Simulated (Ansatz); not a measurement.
# CHAlO (triplet): wB97M-V, B2PLYP, RPA-PBE over vertical spin and charge gaps and displaced geometries, cc-pVDZ, part 1 of 2

How well do these functionals follow the top wave-function level for CHAlO (triplet) over vertical spin and charge gaps and displaced geometries?

Program: Ansatz 0.2.0, Gaussian basis. Level of theory: cc-pVDZ, all electrons in the functionals, frozen cores in the correlation of double hybrids and RPA. These are calculated values, not measurements.

Plan: wB97M-V, B2PLYP, RPA-PBE, at charge 0, triplet; charge 0, singlet; charge 0, quintet; charge 1, doublet; charge 1, quartet; displaced geometry v1; displaced geometry v2.

24 further runs of the same task are left out: 5 that didn't finish, 19 set aside as unsound or not needed. Runs told in other sessions of the task aren't counted.

### Step 1. The system

The geometry is a PBE0/def2-TZVP stationary point (not a proven minimum).

4 atoms, charge 0, spin multiplicity 3.

Atoms are counted from 1 here; the program's logs count them from 0.

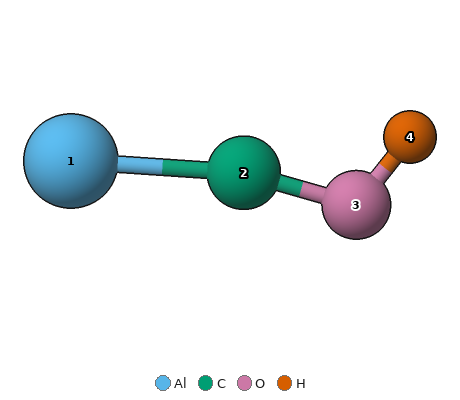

The structure; aluminium blue, carbon teal, oxygen pink, hydrogen orange; atoms are numbered from 1 in the order of the file.

No dispersion term is added; wB97M-V holds VV10 nonlocal correlation.

The geometry shown and the zero of energy belong to the point charge 0, triplet. The yardstick, UCCSDT(Q), and other wave-function levels (R restricted, U unrestricted, valence and pair active spaces) come from earlier runs.

### Step 2. wB97M-V, charge 0, triplet

The input, in.yaml:

```yaml
crystal:
  periodic: [false, false, false]
  atoms:
    - {symbol: Al, position_ang: [0.000001, -0.162615, 2.220099]}
    - {symbol: C, position_ang: [-0.000032, -0.075678, 0.288964]}
    - {symbol: O, position_ang: [0.000003, -0.291771, -0.998684]}
    - {symbol: H, position_ang: [0.000028, 0.530064, -1.510380]}
basis:
  gaussian: {orbitals: cc-pVDZ}
magnetization: {spin_polarized: true, initial_magnetization: 2}
hamiltonian: {xc: {name: wB97M-V}}
output: {orbitals: {seedname: orbitals}}
```

Launch:

```sh
$ ansatz run in.yaml --threads 1 --pin off --events-out ev --progress --plain --max-ram 2393MiB
```

Standard output (excerpt; [...] marks lines left out):

```text
Functional definition: wB97M-V
  name "wB97M-V"
  cite "Mardirossian & Head-Gordon, J. Chem. Phys. 144, 214110 (2016) doi:10.1063/1.4952647"
  cite "Becke, J. Chem. Phys. 107, 8554 (1997) doi:10.1063/1.475007"
  cite "Vydrov & Van Voorhis, J. Chem. Phys. 133, 244103 (2010) doi:10.1063/1.3521275"
  # Of w^i u^j: cxij and so on, Table III.
[...]
  gx(w, u) = 1 - cx + cx01*u + cx10*w
  gss(w, u) = css00 + css04*u^4 + css10*w + css20*w^2 + css43*w^4*u^3
  gos(w, u) = cos00 + cos10*w + (cos20 + cos21*u)*w^2 + (cos60 + cos61*u)*w^6
[...]
      + integral(e_c_pw_mod_opposite_spin*gos(b97_w_opposite, b97_u_opposite)) + vv10(b, c)
488 factors; integrals over basis functions are off by at most 1.1e-3 eV
150 factors; integrals over basis functions are off by at most 2.1e-5 eV
[...]
mean field -9692.30060539 eV, -356.1854775709 hartree, gradient 4.1e-5 eV, S^2 2.005226; 0 other end points of the search recorded, 0 dependent functions left out
reference -9692.30063966 eV, -356.1854788302 hartree; 15, 13 occupied and 36, 38 virtual orbitals, 488 factors
Total energy: -9692.30063966 eV, -356.1854788302 hartree
```

Wall time 2.6 s (1 thread of AMD EPYC 9R45, shared host).

From the report: ⟨S²⟩ of the determinant 2.005 (pure triplet: 2.00).

### Step 3. wB97M-V, charge 0, singlet

Edit in.yaml of step 2 so:

```diff
@@ -9,3 +9,3 @@
   gaussian: {orbitals: cc-pVDZ}
-magnetization: {spin_polarized: true, initial_magnetization: 2}
+magnetization: {spin_polarized: true, initial_magnetization: 0}
 hamiltonian: {xc: {name: wB97M-V}}
```

Launched as before.

Standard output (excerpt; [...] marks lines left out):

```text
Functional definition: wB97M-V
  name "wB97M-V"
  cite "Mardirossian & Head-Gordon, J. Chem. Phys. 144, 214110 (2016) doi:10.1063/1.4952647"
  cite "Becke, J. Chem. Phys. 107, 8554 (1997) doi:10.1063/1.475007"
  cite "Vydrov & Van Voorhis, J. Chem. Phys. 133, 244103 (2010) doi:10.1063/1.3521275"
  # Of w^i u^j: cxij and so on, Table III.
[...]
  gx(w, u) = 1 - cx + cx01*u + cx10*w
  gss(w, u) = css00 + css04*u^4 + css10*w + css20*w^2 + css43*w^4*u^3
  gos(w, u) = cos00 + cos10*w + (cos20 + cos21*u)*w^2 + (cos60 + cos61*u)*w^6
[...]
      + integral(e_c_pw_mod_opposite_spin*gos(b97_w_opposite, b97_u_opposite)) + vv10(b, c)
488 factors; integrals over basis functions are off by at most 1.1e-3 eV
150 factors; integrals over basis functions are off by at most 2.1e-5 eV
[...]
mean field -9692.06693445 eV, -356.1768903219 hartree, gradient 1.0e-5 eV, S^2 0.689578; 7 other end points of the search recorded, 0 dependent functions left out
reference -9692.06696901 eV, -356.1768915921 hartree; 14, 14 occupied and 37, 37 virtual orbitals, 488 factors
Total energy: -9692.06696901 eV, -356.1768915921 hartree
```

Wall time 7.5 s (1 thread of AMD EPYC 9R45, shared host).

From the report: ⟨S²⟩ of the determinant 0.690 (pure singlet: 0.00). The determinant of wB97M-V (⟨S²⟩ 0.69) is far from a pure spin state, so its energy mixes those of several spin states; that is harmless only where they are near-degenerate.

From charge 0, triplet: +22.5 kJ/mol.

### Step 4. wB97M-V, charge 0, quintet

Edit in.yaml of step 3 so:

```diff
@@ -9,4 +9,4 @@
   gaussian: {orbitals: cc-pVDZ}
-magnetization: {spin_polarized: true, initial_magnetization: 0}
+magnetization: {spin_polarized: true, initial_magnetization: 4}
 hamiltonian: {xc: {name: wB97M-V}}
-output: {orbitals: {seedname: orbitals}}
+output: {forces: true, orbitals: {seedname: orbitals}}
```

Same command.

Standard output (excerpt; [...] marks lines left out):

```text
Functional definition: wB97M-V
  name "wB97M-V"
  cite "Mardirossian & Head-Gordon, J. Chem. Phys. 144, 214110 (2016) doi:10.1063/1.4952647"
  cite "Becke, J. Chem. Phys. 107, 8554 (1997) doi:10.1063/1.475007"
  cite "Vydrov & Van Voorhis, J. Chem. Phys. 133, 244103 (2010) doi:10.1063/1.3521275"
  # Of w^i u^j: cxij and so on, Table III.
[...]
  gx(w, u) = 1 - cx + cx01*u + cx10*w
  gss(w, u) = css00 + css04*u^4 + css10*w + css20*w^2 + css43*w^4*u^3
  gos(w, u) = cos00 + cos10*w + (cos20 + cos21*u)*w^2 + (cos60 + cos61*u)*w^6
[...]
      + integral(e_c_pw_mod_opposite_spin*gos(b97_w_opposite, b97_u_opposite)) + vv10(b, c)
488 factors; integrals over basis functions are off by at most 1.1e-3 eV
150 factors; integrals over basis functions are off by at most 2.1e-5 eV
[...]
mean field -9688.94662701 eV, -356.0622211386 hartree, gradient 7.2e-7 eV, S^2 6.004000; 2 other end points of the search recorded, 0 dependent functions left out
[...]
reference -9688.94665954 eV, -356.0622223343 hartree; 16, 12 occupied and 35, 39 virtual orbitals, 488 factors
Total energy: -9688.94665954 eV, -356.0622223343 hartree
Atom 0 at     0.000001    -0.162615     2.220099 Å, force    -0.000026    -0.143540    -0.191795 eV/Å
Atom 1 at    -0.000032    -0.075678     0.288964 Å, force     0.000053     0.477605     0.155139 eV/Å
Atom 2 at     0.000003    -0.291771    -0.998684 Å, force    -0.000009    -0.731087     0.108380 eV/Å
Atom 3 at     0.000028     0.530064    -1.510380 Å, force    -0.000018     0.397022    -0.071724 eV/Å
Dipole moment:     0.000018     0.280334    -0.316257 e Å
```

Run time: 5.5 s. Hardware: 1 thread of AMD EPYC 9R45, shared host.

From the report: ⟨S²⟩ of the determinant 6.004 (pure quintet: 6.00).

From charge 0, triplet: +323.6 kJ/mol.

### Step 5. wB97M-V, charge 1, doublet

Edit in.yaml of step 4 so:

```diff
@@ -9,3 +9,4 @@
   gaussian: {orbitals: cc-pVDZ}
-magnetization: {spin_polarized: true, initial_magnetization: 4}
+total_charge: 1
+magnetization: {spin_polarized: true, initial_magnetization: 1}
 hamiltonian: {xc: {name: wB97M-V}}
```

The command is unchanged.

Standard output (excerpt; [...] marks lines left out):

```text
Functional definition: wB97M-V
  name "wB97M-V"
  cite "Mardirossian & Head-Gordon, J. Chem. Phys. 144, 214110 (2016) doi:10.1063/1.4952647"
  cite "Becke, J. Chem. Phys. 107, 8554 (1997) doi:10.1063/1.475007"
  cite "Vydrov & Van Voorhis, J. Chem. Phys. 133, 244103 (2010) doi:10.1063/1.3521275"
  # Of w^i u^j: cxij and so on, Table III.
[...]
  gx(w, u) = 1 - cx + cx01*u + cx10*w
  gss(w, u) = css00 + css04*u^4 + css10*w + css20*w^2 + css43*w^4*u^3
  gos(w, u) = cos00 + cos10*w + (cos20 + cos21*u)*w^2 + (cos60 + cos61*u)*w^6
[...]
      + integral(e_c_pw_mod_opposite_spin*gos(b97_w_opposite, b97_u_opposite)) + vv10(b, c)
488 factors; integrals over basis functions are off by at most 1.1e-3 eV
150 factors; integrals over basis functions are off by at most 2.1e-5 eV
[...]
mean field -9684.73659713 eV, -355.9075053944 hartree, gradient 1.3e-5 eV, S^2 0.756589; 6 other end points of the search recorded, 0 dependent functions left out
[...]
reference -9684.73663105 eV, -355.9075066409 hartree; 14, 13 occupied and 37, 38 virtual orbitals, 488 factors
Total energy: -9684.73663105 eV, -355.9075066409 hartree
Atom 0 at     0.000001    -0.162615     2.220099 Å, force     0.000117    -0.307512     4.050855 eV/Å
Atom 1 at    -0.000032    -0.075678     0.288964 Å, force    -0.000076    -0.244826    -8.094300 eV/Å
Atom 2 at     0.000003    -0.291771    -0.998684 Å, force    -0.000081    -0.367188     4.712260 eV/Å
Atom 3 at     0.000028     0.530064    -1.510380 Å, force     0.000040     0.919526    -0.668815 eV/Å
Dipole moment:    -0.000010     0.322630    -0.315511 e Å
```

Run time: 4.5 s. Hardware: 1 thread of AMD EPYC 9R45, shared host.

From the report: ⟨S²⟩ of the determinant 0.757 (pure doublet: 0.75).

From charge 0, triplet: +729.8 kJ/mol.

### Step 6. wB97M-V, charge 1, quartet

Edit in.yaml of step 5 so:

```diff
@@ -10,4 +10,4 @@
 total_charge: 1
-magnetization: {spin_polarized: true, initial_magnetization: 1}
+magnetization: {spin_polarized: true, initial_magnetization: 3}
 hamiltonian: {xc: {name: wB97M-V}}
-output: {forces: true, orbitals: {seedname: orbitals}}
+output: {orbitals: {seedname: orbitals}}
```

Same command.

Standard output (excerpt; [...] marks lines left out):

```text
Functional definition: wB97M-V
  name "wB97M-V"
  cite "Mardirossian & Head-Gordon, J. Chem. Phys. 144, 214110 (2016) doi:10.1063/1.4952647"
  cite "Becke, J. Chem. Phys. 107, 8554 (1997) doi:10.1063/1.475007"
  cite "Vydrov & Van Voorhis, J. Chem. Phys. 133, 244103 (2010) doi:10.1063/1.3521275"
  # Of w^i u^j: cxij and so on, Table III.
[...]
  gx(w, u) = 1 - cx + cx01*u + cx10*w
  gss(w, u) = css00 + css04*u^4 + css10*w + css20*w^2 + css43*w^4*u^3
  gos(w, u) = cos00 + cos10*w + (cos20 + cos21*u)*w^2 + (cos60 + cos61*u)*w^6
[...]
      + integral(e_c_pw_mod_opposite_spin*gos(b97_w_opposite, b97_u_opposite)) + vv10(b, c)
488 factors; integrals over basis functions are off by at most 1.1e-3 eV
150 factors; integrals over basis functions are off by at most 2.1e-5 eV
[...]
mean field -9683.99664290 eV, -355.8803125779 hartree, gradient 5.3e-5 eV, S^2 3.753979; 0 other end points of the search recorded, 0 dependent functions left out
reference -9683.99667789 eV, -355.8803138637 hartree; 15, 12 occupied and 36, 39 virtual orbitals, 488 factors
Total energy: -9683.99667789 eV, -355.8803138637 hartree
```

It took 2.4 s on 1 thread of AMD EPYC 9R45, shared host.

From the report: ⟨S²⟩ of the determinant 3.754 (pure quartet: 3.75).

From charge 0, triplet: +801.2 kJ/mol.

### Step 7. wB97M-V, displaced geometry v1

The input, in.yaml:

```yaml
crystal:
  periodic: [false, false, false]
  atoms:
    - {symbol: Al, position_ang: [0.002338, -0.164460, 2.242320]}
    - {symbol: C, position_ang: [0.001472, -0.093665, 0.300032]}
    - {symbol: O, position_ang: [0.049471, -0.250448, -1.030229]}
    - {symbol: H, position_ang: [-0.053281, 0.508573, -1.512123]}
basis:
  gaussian: {orbitals: cc-pVDZ}
magnetization: {spin_polarized: true, initial_magnetization: 2}
hamiltonian: {xc: {name: wB97M-V}}
output: {forces: true, orbitals: {seedname: orbitals}}
```

Launched as before.

Standard output (excerpt; [...] marks lines left out):

```text
Functional definition: wB97M-V
  name "wB97M-V"
  cite "Mardirossian & Head-Gordon, J. Chem. Phys. 144, 214110 (2016) doi:10.1063/1.4952647"
  cite "Becke, J. Chem. Phys. 107, 8554 (1997) doi:10.1063/1.475007"
  cite "Vydrov & Van Voorhis, J. Chem. Phys. 133, 244103 (2010) doi:10.1063/1.3521275"
  # Of w^i u^j: cxij and so on, Table III.
[...]
  gx(w, u) = 1 - cx + cx01*u + cx10*w
  gss(w, u) = css00 + css04*u^4 + css10*w + css20*w^2 + css43*w^4*u^3
  gos(w, u) = cos00 + cos10*w + (cos20 + cos21*u)*w^2 + (cos60 + cos61*u)*w^6
[...]
      + integral(e_c_pw_mod_opposite_spin*gos(b97_w_opposite, b97_u_opposite)) + vv10(b, c)
486 factors; integrals over basis functions are off by at most 1.3e-3 eV
150 factors; integrals over basis functions are off by at most 2.1e-5 eV
[...]
mean field -9692.15045340 eV, -356.1799595867 hartree, gradient 5.0e-5 eV, S^2 2.005073; 0 other end points of the search recorded, 0 dependent functions left out
[...]
reference -9692.15048739 eV, -356.1799608360 hartree; 15, 13 occupied and 36, 38 virtual orbitals, 486 factors
Total energy: -9692.15048739 eV, -356.1799608360 hartree
Atom 0 at     0.002338    -0.164460     2.242320 Å, force    -0.006846     0.006459     0.210678 eV/Å
Atom 1 at     0.001472    -0.093665     0.300032 Å, force     0.026675     0.060057    -1.439452 eV/Å
Atom 2 at     0.049471    -0.250448    -1.030229 Å, force     0.485999    -3.737041     3.152573 eV/Å
Atom 3 at    -0.053281     0.508573    -1.512123 Å, force    -0.505828     3.670524    -1.923800 eV/Å
Dipole moment:    -0.030239     0.256784    -0.403980 e Å
```

Run time: 2.9 s. Hardware: 1 thread of AMD EPYC 9R45, shared host.

From the report: ⟨S²⟩ of the determinant 2.005 (pure triplet: 2.00).

From charge 0, triplet: +14.5 kJ/mol.

### Step 8. wB97M-V, displaced geometry v2

The input, in.yaml:

```yaml
crystal:
  periodic: [false, false, false]
  atoms:
    - {symbol: Al, position_ang: [0.064569, -0.138866, 2.210941]}
    - {symbol: C, position_ang: [-0.100338, -0.043555, 0.291399]}
    - {symbol: O, position_ang: [-0.023682, -0.292072, -1.004429]}
    - {symbol: H, position_ang: [0.059451, 0.474493, -1.497911]}
basis:
  gaussian: {orbitals: cc-pVDZ}
magnetization: {spin_polarized: true, initial_magnetization: 2}
hamiltonian: {xc: {name: wB97M-V}}
output: {forces: true, orbitals: {seedname: orbitals}}
```

The command is unchanged.

Standard output (excerpt; [...] marks lines left out):

```text
Functional definition: wB97M-V
  name "wB97M-V"
  cite "Mardirossian & Head-Gordon, J. Chem. Phys. 144, 214110 (2016) doi:10.1063/1.4952647"
  cite "Becke, J. Chem. Phys. 107, 8554 (1997) doi:10.1063/1.475007"
  cite "Vydrov & Van Voorhis, J. Chem. Phys. 133, 244103 (2010) doi:10.1063/1.3521275"
  # Of w^i u^j: cxij and so on, Table III.
[...]
  gx(w, u) = 1 - cx + cx01*u + cx10*w
  gss(w, u) = css00 + css04*u^4 + css10*w + css20*w^2 + css43*w^4*u^3
  gos(w, u) = cos00 + cos10*w + (cos20 + cos21*u)*w^2 + (cos60 + cos61*u)*w^6
[...]
      + integral(e_c_pw_mod_opposite_spin*gos(b97_w_opposite, b97_u_opposite)) + vv10(b, c)
487 factors; integrals over basis functions are off by at most 1.1e-3 eV
150 factors; integrals over basis functions are off by at most 2.1e-5 eV
[...]
mean field -9692.19705094 eV, -356.1816720150 hartree, gradient 7.3e-5 eV, S^2 2.006170; 0 other end points of the search recorded, 0 dependent functions left out
[...]
reference -9692.19708491 eV, -356.1816732633 hartree; 15, 13 occupied and 36, 38 virtual orbitals, 487 factors
Total energy: -9692.19708491 eV, -356.1816732633 hartree
Atom 0 at     0.064569    -0.138866     2.210941 Å, force    -0.022294     0.020187     0.448332 eV/Å
Atom 1 at    -0.100338    -0.043555     0.291399 Å, force     0.121242    -0.070767    -0.663780 eV/Å
Atom 2 at    -0.023682    -0.292072    -1.004429 Å, force    -0.390309    -2.870693     2.005397 eV/Å
Atom 3 at     0.059451     0.474493    -1.497911 Å, force     0.291362     2.921273    -1.789949 eV/Å
Dipole moment:     0.042515     0.239514    -0.447256 e Å
```

It took 2.9 s on 1 thread of AMD EPYC 9R45, shared host.

From the report: ⟨S²⟩ of the determinant 2.006 (pure triplet: 2.00).

From charge 0, triplet: +10.0 kJ/mol.

### Step 9. B2PLYP, charge 0, triplet

The input, in.yaml:

```yaml
crystal:
  periodic: [false, false, false]
  atoms:
    - {symbol: Al, position_ang: [0.000001, -0.162615, 2.220099]}
    - {symbol: C, position_ang: [-0.000032, -0.075678, 0.288964]}
    - {symbol: O, position_ang: [0.000003, -0.291771, -0.998684]}
    - {symbol: H, position_ang: [0.000028, 0.530064, -1.510380]}
basis:
  gaussian: {orbitals: cc-pVDZ}
magnetization: {spin_polarized: true, initial_magnetization: 2}
hamiltonian: {xc: {name: B2PLYP}}
correlation: {electrons: outside_noble_gas}
```

Launched as before.

Standard output (excerpt; [...] marks lines left out):

```text
Functional definition: B2PLYP
  name "B2PLYP"
  cite "Grimme, J. Chem. Phys. 124, 034108 (2006) doi:10.1063/1.2148954"
  cite "Becke, Phys. Rev. A 38, 3098 (1988) doi:10.1103/PhysRevA.38.3098"
  cite "Lee, Yang & Parr, Phys. Rev. B 37, 785 (1988) doi:10.1103/PhysRevB.37.785"
[...]
488 factors; integrals over basis functions are off by at most 1.1e-3 eV
[...]
mean field -9684.54457957 eV, -355.9004488791 hartree, gradient 1.5e-6 eV, S^2 2.020047; 4 other end points of the search recorded, 0 dependent functions left out
7 core orbitals not correlated: weight in the atoms' cores, before any rotation towards them, 1.000 or more for the frozen orbitals, at most 0.000 for the correlated occupied ones
reference -9684.54469539 eV, -355.9004531356 hartree; 8, 6 occupied and 36, 38 virtual orbitals, 488 factors
second order -10.88916559 eV of doubles, -0.00000000 eV of singles
Total energy: -9687.48477010 eV, -356.0084988883 hartree
```

Wall time 0.99 s (1 thread of AMD EPYC 9R45, shared host).

From the report: ⟨S²⟩ of the determinant 2.020 (pure triplet: 2.00).

### Step 10. B2PLYP, charge 0, singlet

Edit in.yaml of step 9 so:

```diff
@@ -9,3 +9,3 @@
   gaussian: {orbitals: cc-pVDZ}
-magnetization: {spin_polarized: true, initial_magnetization: 2}
+magnetization: {spin_polarized: true, initial_magnetization: 0}
 hamiltonian: {xc: {name: B2PLYP}}
```

The command is unchanged.

Standard output (excerpt; [...] marks lines left out):

```text
Functional definition: B2PLYP
  name "B2PLYP"
  cite "Grimme, J. Chem. Phys. 124, 034108 (2006) doi:10.1063/1.2148954"
  cite "Becke, Phys. Rev. A 38, 3098 (1988) doi:10.1103/PhysRevA.38.3098"
  cite "Lee, Yang & Parr, Phys. Rev. B 37, 785 (1988) doi:10.1103/PhysRevB.37.785"
[...]
488 factors; integrals over basis functions are off by at most 1.1e-3 eV
[...]
mean field -9684.27513570 eV, -355.8905469993 hartree, gradient 4.0e-6 eV, S^2 0.896547; 7 other end points of the search recorded, 0 dependent functions left out
7 core orbitals not correlated: weight in the atoms' cores, before any rotation towards them, 1.000 or more for the frozen orbitals, at most 0.000 for the correlated occupied ones
reference -9684.27525143 eV, -355.8905512527 hartree; 7, 7 occupied and 37, 37 virtual orbitals, 488 factors
second order -11.15523997 eV of doubles, -0.00000000 eV of singles
Total energy: -9687.28716623 eV, -356.0012370797 hartree
```

It took 2.6 s on 1 thread of AMD EPYC 9R45, shared host.

From the report: ⟨S²⟩ of the determinant 0.897 (pure singlet: 0.00). The determinant of B2PLYP (⟨S²⟩ 0.90) is far from a pure spin state, so its energy mixes those of several spin states; that is harmless only where they are near-degenerate.

From charge 0, triplet: +19.1 kJ/mol.

### Step 11. B2PLYP, charge 0, quintet

Edit in.yaml of step 10 so:

```diff
@@ -9,3 +9,3 @@
   gaussian: {orbitals: cc-pVDZ}
-magnetization: {spin_polarized: true, initial_magnetization: 0}
+magnetization: {spin_polarized: true, initial_magnetization: 4}
 hamiltonian: {xc: {name: B2PLYP}}
```

The command is unchanged.

Standard output (excerpt; [...] marks lines left out):

```text
Functional definition: B2PLYP
  name "B2PLYP"
  cite "Grimme, J. Chem. Phys. 124, 034108 (2006) doi:10.1063/1.2148954"
  cite "Becke, Phys. Rev. A 38, 3098 (1988) doi:10.1103/PhysRevA.38.3098"
  cite "Lee, Yang & Parr, Phys. Rev. B 37, 785 (1988) doi:10.1103/PhysRevB.37.785"
[...]
488 factors; integrals over basis functions are off by at most 1.1e-3 eV
[...]
mean field -9681.75840806 eV, -355.7980589647 hartree, gradient 4.1e-7 eV, S^2 6.010703; 2 other end points of the search recorded, 0 dependent functions left out
7 core orbitals not correlated: weight in the atoms' cores, before any rotation towards them, 1.000 or more for the frozen orbitals, at most 0.000 for the correlated occupied ones
reference -9681.75852723 eV, -355.7980633442 hartree; 9, 5 occupied and 35, 39 virtual orbitals, 488 factors
second order -10.08737407 eV of doubles, -0.00000000 eV of singles
Total energy: -9684.48211823 eV, -355.8981534673 hartree
```

Run time: 1.6 s. Hardware: 1 thread of AMD EPYC 9R45, shared host.

From the report: ⟨S²⟩ of the determinant 6.011 (pure quintet: 6.00).

From charge 0, triplet: +289.7 kJ/mol.

### Step 12. B2PLYP, charge 1, doublet

Edit in.yaml of step 11 so:

```diff
@@ -9,3 +9,4 @@
   gaussian: {orbitals: cc-pVDZ}
-magnetization: {spin_polarized: true, initial_magnetization: 4}
+total_charge: 1
+magnetization: {spin_polarized: true, initial_magnetization: 1}
 hamiltonian: {xc: {name: B2PLYP}}
```

The command is unchanged.

Standard output (excerpt; [...] marks lines left out):

```text
Functional definition: B2PLYP
  name "B2PLYP"
  cite "Grimme, J. Chem. Phys. 124, 034108 (2006) doi:10.1063/1.2148954"
  cite "Becke, Phys. Rev. A 38, 3098 (1988) doi:10.1103/PhysRevA.38.3098"
  cite "Lee, Yang & Parr, Phys. Rev. B 37, 785 (1988) doi:10.1103/PhysRevB.37.785"
[...]
488 factors; integrals over basis functions are off by at most 1.1e-3 eV
[...]
mean field -9677.03318219 eV, -355.6244101168 hartree, gradient 1.5e-6 eV, S^2 0.878026; 6 other end points of the search recorded, 0 dependent functions left out
7 core orbitals not correlated: weight in the atoms' cores, before any rotation towards them, 1.000 or more for the frozen orbitals, at most 0.000 for the correlated occupied ones
reference -9677.03330135 eV, -355.6244144960 hartree; 7, 6 occupied and 37, 38 virtual orbitals, 488 factors
second order -10.82806519 eV of doubles, -0.00000000 eV of singles
Total energy: -9679.95687896 eV, -355.7318539912 hartree
```

Run time: 2.7 s. Hardware: 1 thread of AMD EPYC 9R45, shared host.

From the report: ⟨S²⟩ of the determinant 0.878 (pure doublet: 0.75).

From charge 0, triplet: +726.3 kJ/mol.

(Continued in part 2 of 2.)
